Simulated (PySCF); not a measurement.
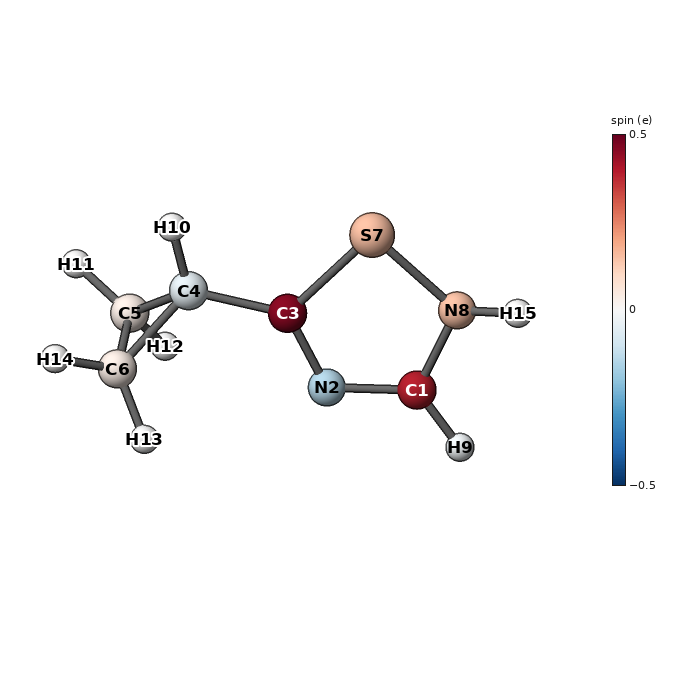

Atoms are coloured by their Mulliken spin populations. State: neutral, doublet. The computed structure is the end point of a GFN2-xTB optimisation. No frequency run is at hand to confirm it as a minimum. Level of theory: UKS B3LYP, pcH-1 on C H N S, non-relativistic (PySCF 2.14.0).

Give the Mulliken spin populations atom by atom.

```json
{"atom": "C1", "value (e)": "0.39"}
{"atom": "N2", "value (e)": "−0.14"}
{"atom": "C3", "value (e)": "0.45"}
{"atom": "C4", "value (e)": "−0.05"}
{"atom": "C5", "value (e)": "0.04"}
{"atom": "C6", "value (e)": "0.04"}
{"atom": "S7", "value (e)": "0.15"}
{"atom": "N8", "value (e)": "0.15"}
{"atom": "H9", "value (e)": "−0.02"}
{"atom": "H10", "value (e)": "0.00"}
{"atom": "H11", "value (e)": "0.00"}
{"atom": "H12", "value (e)": "0.00"}
{"atom": "H13", "value (e)": "0.00"}
{"atom": "H14", "value (e)": "0.00"}
{"atom": "H15", "value (e)": "0.00"}
```

Mulliken values depend strongly on the basis set.
